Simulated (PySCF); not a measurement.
# BH6NOSi: NMR shifts and electronic excitations at several levels of theory, part 2 of 2

PySCF 2.14.0. Atoms count from 0. The steps go on from the part before.

### 9 NMR shieldings: PBE0/aug-cc-pVDZ

What the job is given:

```
{"job": {"kind": "nmr", "xc": "PBE0", "basis": "aug-cc-pVDZ", "pop": true}, "charge": 0, "multiplicity": 1}
N     -1.716258    -0.082111    -0.031895
B     -0.719461    -1.060116     0.087044
O      0.595184    -0.756711     0.332124
Si     1.562271     0.575909     0.525898
H     -2.679811    -0.327954    -0.207819
H     -1.554600     0.912716     0.058388
H     -1.022632    -2.227234    -0.029285
H      2.394124     0.772146    -0.696283
H      2.445802     0.358463     1.705009
H      0.744654     1.811591     0.753249
```

With the program's defaults for keys left out, this is: GIAO PBE0/aug-cc-pVDZ NMR shielding, non-relativistic, gas phase.

Log:

```text
coarse grid: 8584 points
cycle   1  E = -447.6428120620  dE =  2.676e-01  |g| = 7.043e-01  |ddm| = 6.956e+00
cycle   2  E = -447.4658782783  dE =  1.769e-01  |g| = 1.175e+00  |ddm| = 2.598e+00
cycle   3  E = -447.7392832978  dE = -2.734e-01  |g| = 1.094e-01  |ddm| = 1.550e+00
cycle   4  E = -447.7411361656  dE = -1.853e-03  |g| = 5.441e-02  |ddm| = 2.257e-01
cycle   5  E = -447.7417649758  dE = -6.288e-04  |g| = 7.717e-03  |ddm| = 8.120e-02
cycle   6  E = -447.7417795748  dE = -1.460e-05  |g| = 1.496e-03  |ddm| = 1.672e-02
cycle   7  E = -447.7417802156  dE = -6.408e-07  |g| = 2.150e-04  |ddm| = 4.014e-03
final grid: 77568 points
cycle   8  E = -447.7507654391  dE = -1.458e-05  |g| = 7.038e-03  |ddm| = 9.015e-02
cycle   9  E = -447.7507511246  dE =  1.431e-05  |g| = 1.101e-02  |ddm| = 2.292e-02
cycle  10  E = -447.7507757208  dE = -2.460e-05  |g| = 8.275e-04  |ddm| = 1.389e-02
cycle  11  E = -447.7507758825  dE = -1.616e-07  |g| = 1.925e-04  |ddm| = 1.749e-03
cycle  12  E = -447.7507758888  dE = -6.358e-09  |g| = 7.073e-05  |ddm| = 3.707e-04
cycle  13  E = -447.7507758900  dE = -1.138e-09  |g| = 1.054e-05  |ddm| = 1.276e-04
cycle  14  E = -447.7507758900  dE = -3.035e-11  |g| = 2.148e-06  |ddm| = 3.320e-05
converged SCF energy = -447.7507758900

GIAO shielding tensors (ppm)
atom      isotropic    diamagn.    paramagn.     s11        s22        s33       span
  0 N      196.394     282.683     -86.289    120.437    229.451    239.294    118.857
  1 B       85.304     225.346    -140.042     59.419     87.798    108.695     49.276
  2 O      261.183     372.488    -111.305    177.200    239.534    366.814    189.614
  3 Si     456.992     887.401    -430.409    408.965    432.436    529.575    120.610
  4 H       28.498      35.433      -6.936     24.240     25.644     35.609     11.369
  5 H       28.528      31.424      -2.895     23.200     26.880     35.504     12.305
  6 H       26.813      27.407      -0.593     24.122     26.770     29.548      5.427
  7 H       26.276      27.849      -1.573     23.114     24.570     31.144      8.030
  8 H       26.290      27.290      -0.999     23.081     24.642     31.147      8.065
  9 H       26.018      29.231      -3.213     22.415     25.469     30.169      7.754
```

Wall time 11 s (1 thread of Arm Neoverse V1, shared host); peak memory 0.67 GiB.

In short: δ N0 73.4, B1 24.9, O2 74.7, Si3 -40.3, H7 5.20, H6 4.58 ppm (means over like atoms).

### 10 Nuclear shieldings: PBE0/IGLO-III

Same as in step 9 but for these lines:

```diff
@@ -1,2 +1,2 @@
-{"job": {"kind": "nmr", "xc": "PBE0", "basis": "aug-cc-pVDZ", "pop": true}, "charge": 0, "multiplicity": 1}
+{"job": {"kind": "nmr", "xc": "PBE0", "basis": "IGLO-III", "pop": true}, "charge": 0, "multiplicity": 1}
 N     -1.716258    -0.082111    -0.031895
```

Method: GIAO PBE0/IGLO-III NMR shielding, non-relativistic, gas phase.

Log:

```text
coarse grid: 8584 points
cycle   1  E = -447.7116855278  dE =  2.172e-01  |g| = 7.620e-01  |ddm| = 2.003e+00
cycle   2  E = -447.5218006380  dE =  1.899e-01  |g| = 1.257e+00  |ddm| = 9.267e-01
cycle   3  E = -447.8139804430  dE = -2.922e-01  |g| = 1.220e-01  |ddm| = 6.431e-01
cycle   4  E = -447.8159389089  dE = -1.958e-03  |g| = 6.569e-02  |ddm| = 6.725e-02
cycle   5  E = -447.8167734088  dE = -8.345e-04  |g| = 9.542e-03  |ddm| = 2.735e-02
cycle   6  E = -447.8167900421  dE = -1.663e-05  |g| = 1.955e-03  |ddm| = 4.824e-03
cycle   7  E = -447.8167910016  dE = -9.594e-07  |g| = 3.858e-04  |ddm| = 1.357e-03
final grid: 77568 points
cycle   8  E = -447.8204859488  dE = -5.958e-05  |g| = 7.446e-03  |ddm| = 3.339e-02
cycle   9  E = -447.8204724122  dE =  1.354e-05  |g| = 1.115e-02  |ddm| = 6.635e-03
cycle  10  E = -447.8204955526  dE = -2.314e-05  |g| = 9.995e-04  |ddm| = 4.194e-03
cycle  11  E = -447.8204957257  dE = -1.731e-07  |g| = 4.009e-04  |ddm| = 6.184e-04
cycle  12  E = -447.8204957543  dE = -2.859e-08  |g| = 9.835e-05  |ddm| = 1.856e-04
cycle  13  E = -447.8204957562  dE = -1.889e-09  |g| = 1.697e-05  |ddm| = 4.682e-05
cycle  14  E = -447.8204957562  dE = -6.207e-11  |g| = 2.283e-06  |ddm| = 9.486e-06
converged SCF energy = -447.8204957562

GIAO shielding tensors (ppm)
atom      isotropic    diamagn.    paramagn.     s11        s22        s33       span
  0 N      179.653     315.310    -135.657     97.240    213.433    228.287    131.046
  1 B       73.439     195.174    -121.734     46.391     75.526     98.400     52.009
  2 O      242.430     376.348    -133.917    157.096    219.412    350.783    193.688
  3 Si     397.047     888.715    -491.668    349.043    376.125    465.973    116.930
  4 H       28.544      30.889      -2.345     24.289     25.606     35.738     11.448
  5 H       28.585      32.715      -4.130     23.235     26.896     35.625     12.391
  6 H       26.936      29.320      -2.384     24.262     26.920     29.626      5.364
  7 H       26.253      29.035      -2.783     23.441     24.486     30.831      7.390
  8 H       26.283      28.687      -2.404     23.397     24.603     30.849      7.452
  9 H       25.997      30.028      -4.032     22.646     25.383     29.960      7.314
```

Run time: 16 s. Hardware: 1 thread of Arm Neoverse V1, shared host; peak memory 0.86 GiB.

This run: δ N0 80.9, B1 26.5, O2 84.8, Si3 -51.7, H7 5.20, H6 4.44 ppm (means over like atoms).

### 11 NMR shieldings: PBE0/pcSseg-0

Same as in step 10 but for these lines:

```diff
@@ -1,2 +1,2 @@
-{"job": {"kind": "nmr", "xc": "PBE0", "basis": "IGLO-III", "pop": true}, "charge": 0, "multiplicity": 1}
+{"job": {"kind": "nmr", "xc": "PBE0", "basis": "pcSseg-0", "pop": true}, "charge": 0, "multiplicity": 1}
 N     -1.716258    -0.082111    -0.031895
```

Level: GIAO PBE0/pcSseg-0 NMR shielding, non-relativistic, gas phase.

Log:

```text
coarse grid: 8584 points
cycle   1  E = -446.9258293804  dE =  2.124e-01  |g| = 6.551e-01  |ddm| = 2.861e+00
cycle   2  E = -446.7916087227  dE =  1.342e-01  |g| = 1.066e+00  |ddm| = 1.798e+00
cycle   3  E = -447.0070187722  dE = -2.154e-01  |g| = 1.073e-01  |ddm| = 1.241e+00
cycle   4  E = -447.0090182171  dE = -1.999e-03  |g| = 4.527e-02  |ddm| = 1.207e-01
cycle   5  E = -447.0094268722  dE = -4.087e-04  |g| = 8.205e-03  |ddm| = 3.641e-02
cycle   6  E = -447.0094448990  dE = -1.803e-05  |g| = 5.914e-04  |ddm| = 9.724e-03
cycle   7  E = -447.0094450245  dE = -1.256e-07  |g| = 1.324e-04  |ddm| = 1.162e-03
final grid: 77568 points
cycle   8  E = -447.0230077925  dE = -1.025e-05  |g| = 3.877e-03  |ddm| = 1.178e-02
cycle   9  E = -447.0230048153  dE =  2.977e-06  |g| = 5.530e-03  |ddm| = 6.716e-03
cycle  10  E = -447.0230108695  dE = -6.054e-06  |g| = 5.265e-04  |ddm| = 4.170e-03
cycle  11  E = -447.0230109282  dE = -5.866e-08  |g| = 1.369e-04  |ddm| = 6.912e-04
cycle  12  E = -447.0230109315  dE = -3.243e-09  |g| = 4.209e-05  |ddm| = 1.473e-04
cycle  13  E = -447.0230109319  dE = -4.310e-10  |g| = 2.924e-06  |ddm| = 4.067e-05
converged SCF energy = -447.0230109319

GIAO shielding tensors (ppm)
atom      isotropic    diamagn.    paramagn.     s11        s22        s33       span
  0 N      188.246     326.514    -138.267    105.382    222.380    236.976    131.594
  1 B       81.731     190.319    -108.589     56.357     79.058    109.777     53.420
  2 O      283.548     403.774    -120.227    146.755    274.886    429.002    282.247
  3 Si     425.208     877.341    -452.133    371.667    384.726    519.232    147.566
  4 H       30.302      30.390      -0.088     25.853     26.658     38.394     12.540
  5 H       30.596      33.079      -2.483     24.885     28.795     38.109     13.225
  6 H       27.122      29.044      -1.922     24.281     26.521     30.565      6.283
  7 H       27.366      28.864      -1.499     23.426     25.834     32.837      9.411
  8 H       27.343      28.586      -1.243     23.410     25.744     32.876      9.465
  9 H       27.218      29.740      -2.522     22.975     26.967     31.712      8.738
```

Run time: 3.2 s. Hardware: 1 thread of Arm Neoverse V1, shared host; peak memory 0.47 GiB.

Key values: δ N0 77.8, B1 23.2, O2 54.3, Si3 -76.7, H6 5.71, H7 5.52 ppm (means over like atoms).

### 12 TDDFT and polarisability: HF/def2-SVPD

Same as in step 11 but for these lines:

```diff
@@ -1,2 +1,2 @@
-{"job": {"kind": "nmr", "xc": "PBE0", "basis": "pcSseg-0", "pop": true}, "charge": 0, "multiplicity": 1}
+{"job": {"kind": "uv", "xc": "HF", "basis": "def2-SVPD", "ip": true}, "charge": 0, "multiplicity": 1}
 N     -1.716258    -0.082111    -0.031895
```

Method: TDDFT HF/def2-SVPD, vertical, gas phase, core orbitals frozen in the response.

Log:

```text
final grid: 77568 points
cycle   1  E = -446.2765732739  dE =  2.441e-01  |g| = 5.452e-01  |ddm| = 3.553e+00
cycle   2  E = -446.3368641136  dE = -6.029e-02  |g| = 3.057e-01  |ddm| = 1.065e+00
cycle   3  E = -446.3550154884  dE = -1.815e-02  |g| = 6.470e-02  |ddm| = 3.791e-01
cycle   4  E = -446.3562711255  dE = -1.256e-03  |g| = 9.652e-03  |ddm| = 1.688e-01
cycle   5  E = -446.3563054402  dE = -3.431e-05  |g| = 3.422e-03  |ddm| = 3.160e-02
cycle   6  E = -446.3563089405  dE = -3.500e-06  |g| = 7.041e-04  |ddm| = 9.054e-03
cycle   7  E = -446.3563092115  dE = -2.710e-07  |g| = 1.597e-04  |ddm| = 2.839e-03
cycle   8  E = -446.3563092289  dE = -1.737e-08  |g| = 4.290e-05  |ddm| = 6.246e-04
cycle   9  E = -446.3563092301  dE = -1.220e-09  |g| = 1.128e-05  |ddm| = 1.633e-04
cycle  10  E = -446.3563092302  dE = -9.163e-11  |g| = 3.427e-06  |ddm| = 4.499e-05
converged SCF energy = -446.3563092302

Static polarisability (au): isotropic 49.051, principal 43.037 48.790 55.326

Singlet excitations
state   eV       nm        f      main configurations
  1   8.2006    151.2   0.05160   H->L 0.61, H->L+3 0.18
  2   9.0473    137.0   0.00224   H->L+2 0.27, H-2->L+2 0.22, H-2->L+1 0.13
  3   9.1756    135.1   0.00952   H-1->L+2 0.33, H-1->L 0.18, H-1->L+1 0.16
  4   9.4943    130.6   0.00874   H->L+3 0.17, H->L+7 0.15, H->L+1 0.10
  5   9.5808    129.4   0.08814   H->L+4 0.18, H->L+6 0.16
  6   9.5862    129.3   0.07331   H->L+6 0.15, H->L+4 0.13, H-1->L+4 0.13
  7   9.8513    125.9   0.06853   H-2->L+1 0.16, H-2->L+5 0.14, H->L+5 0.09
  8   9.9128    125.1   0.09774   H-1->L 0.17, H-1->L+1 0.13, H-2->L+5 0.10
  9   9.9322    124.8   0.13753   H-1->L 0.22, H-1->L+1 0.18, H-2->L+1 0.11
 10  10.1811    121.8   0.01280   H-2->L+2 0.18, H->L+2 0.14, H-2->L 0.13

Triplet excitations (Tamm-Dancoff, eV): 7.7024 7.7697 8.2862 8.3736
Vertical ionisation energy (delta-SCF) = 9.3276 eV
```

It took 8.6 s on 1 thread of Arm Neoverse V1, shared host; peak memory 0.53 GiB.

The orbitals next to the gap, with their largest atomic shares:

| orbital | eV | atoms |
| --- | --- | --- |
| HOMO−3 | -13.41 | B1 21 %, Si3 21 %, H6 19 % |
| HOMO−2 | -12.81 | Si3 31 %, H7 24 %, H8 15 % |
| HOMO−1 | -12.39 | O2 28 %, Si3 20 %, H9 19 % |
| HOMO | -11.58 | N0 56 %, O2 14 %, B1 10 % |
| LUMO | 2.00 | B1 65 %, Si3 13 %, H4 7 % |
| LUMO+1 | 2.62 | Si3 57 %, H9 12 %, H8 10 % |
| LUMO+2 | 3.40 | Si3 33 %, O2 15 %, B1 12 % |

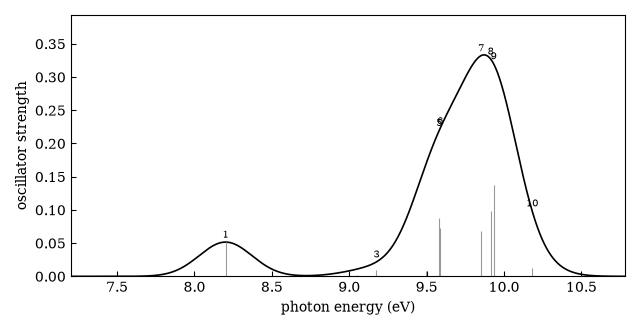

Absorption spectrum from the 10 singlet states computed; above the last one it falls off for lack of states. Lines are broadened to a width of 0.40 eV (Gaussian).

Ground-state properties from the same run:

| property | computed |
| --- | --- |
| dipole moment (D) | 1.93 |
| polarisability (Å³) | 7.27 |
| HOMO–LUMO gap (eV) | 13.57 |
| −ε(HOMO) (eV) | 11.58 |

### 13 Side by side: NMR shifts

Shifts (ppm), means over like atoms, with basis size and wall time:

| run | H7 | H6 | H4 | N0 | B1 | O2 | Si3 | functions | time |
| --- | --- | --- | --- | --- | --- | --- | --- | --- | --- |
| PBE0/6-31G* | 5.28 | 4.52 | 2.39 | 66.0 | 22.0 | 62.2 | -17.8 | 72 | 4.7 s |
| PBE0/6-311+G(2d,p) | 5.28 | 4.50 | 2.64 | 78.9 | 24.9 | 79.6 | -48.2 | 152 | 11 s |
| PBE0/def2-SVP | 5.01 | 4.26 | 2.70 | 74.2 | 23.9 | 79.2 | -52.2 | 90 | 5.2 s |
| PBE0/def2-TZVP | 5.29 | 4.53 | 2.64 | 80.2 | 25.0 | 87.9 | -50.9 | 166 | 12 s |
| PBE0/cc-pVDZ | 4.99 | 4.36 | 2.67 | 76.5 | 24.1 | 77.2 | -41.0 | 90 | 5.6 s |
| PBE0/cc-pVTZ | 5.09 | 4.38 | 2.86 | 81.4 | 24.3 | 83.4 | -42.9 | 208 | 17 s |
| PBE0/aug-cc-pVDZ | 5.20 | 4.58 | 2.88 | 73.4 | 24.9 | 74.7 | -40.3 | 150 | 11 s |
| PBE0/IGLO-III | 5.20 | 4.44 | 2.81 | 80.9 | 26.5 | 84.8 | -51.7 | 209 | 16 s |
| PBE0/pcSseg-0 | 5.52 | 5.71 | 2.38 | 77.8 | 23.2 | 54.3 | -76.7 | 52 | 3.2 s |

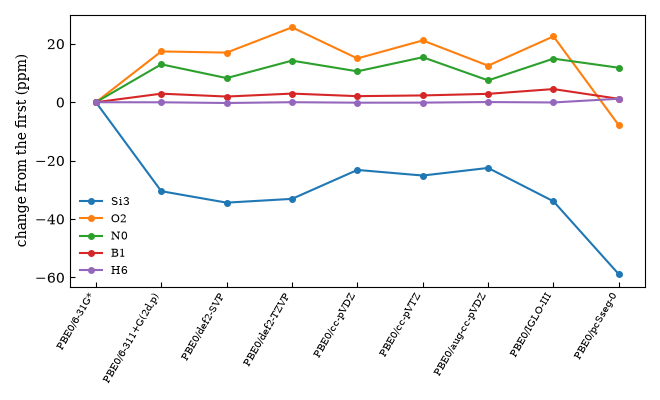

How five of the tabulated atoms move from run to run.

### 14 Summary of results

This closing draws on all 2 parts.

| quantity | value |
| --- | --- |
| point group | C1 |
| rotational constants (main isotopes) | 16.25, 3.22, 2.78 GHz |
| ¹H shifts against TMS (PBE0/6-31G*, means over atoms taken as alike) | 5.28, 4.52, 2.39 ppm |
| ¹⁵N shifts against NH3 (PBE0/6-31G*) | 66.0 ppm |
| ¹¹B shifts against BF3·OEt2 (PBE0/6-31G*) | 22.0 ppm |
| ¹⁷O shifts against H2O (PBE0/6-31G*) | 62.2 ppm |
| ²⁹Si shifts against TMS (PBE0/6-31G*) | -17.8 ppm |
| lowest singlet (HF/def2-SVPD) | 8.20 eV (151 nm), f = 0.052 |
| brightest single state of those computed | state 9, 9.93 eV, f = 0.138 |
| lowest triplet | 7.70 eV |
| vertical ionisation energy (ΔSCF) | 9.33 eV |
| range of the shift of Si3 | -76.7 to -17.8 ppm |

In words: Single values in the summary come from the first run of each kind that ended normally (PBE0/6-31G*; HF/def2-SVPD), which need not be the best level. Over 11 steps the energy fell by 0.211 eV; of the close pairs, B1–O2 changed most, 1.325 to 1.371 Å. At PBE0/6-31G*: Shielding is most anisotropic at O2 (span 187 ppm, paramagnetic term -126 ppm). The first singlet state (HOMO→LUMO 0.61, HOMO→LUMO+3 0.18) lies at 8.20 eV and is bright; of the 10 states computed, the strongest absorption comes from states 8 to 9 together at 9.93 eV. The lowest triplet lies 0.50 eV below the lowest singlet (triplets in Tamm-Dancoff, singlets in full TDDFT). At HF/def2-SVPD, the highest states lie near or above the ionisation energy, where they hang on the basis. The orbital energy would give 11.58 eV for ionisation, ΔSCF gives 9.33 eV. In ppm, Si3 moves most: its shift spreads over 58.9 ppm, from -76.7 (PBE0/pcSseg-0) to -17.8 (PBE0/6-31G*). Most of that comes from the computed reference, not from the atom's own shielding.
